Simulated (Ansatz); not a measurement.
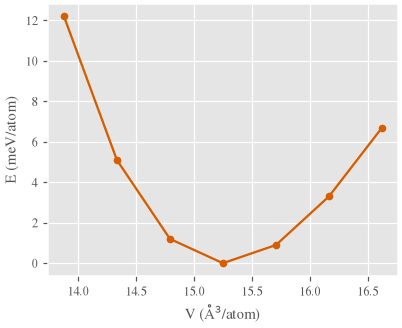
Figure. K₂PdF₆ in space group P-3m1 (No. 164; K on 2d, Pd on 1a, F on 6i) under volume change, DFT-HSE06 in the program Ansatz with PAW potentials, shape and atoms relaxed at each volume.

Question: What does a third-order Birch–Murnaghan fit give for V₀, B₀ and B′?

Answer: V₀ = 15.27 Å³/atom, B₀ = 22.9 GPa, B′ = 8.3.

The first step of the workflow began from a Materials Project structure, measured or hypothetical; the Crystallography Open Database files this formula in space group No. 164, but the cells were not matched. Whether it is the stable phase at ambient conditions was not checked. The HSE06 relaxation kept the symmetry of its start; whether a distortion lowers the energy is not shown. The run is not spin-polarised.

Potentials: the later of the program's two PAW sets.
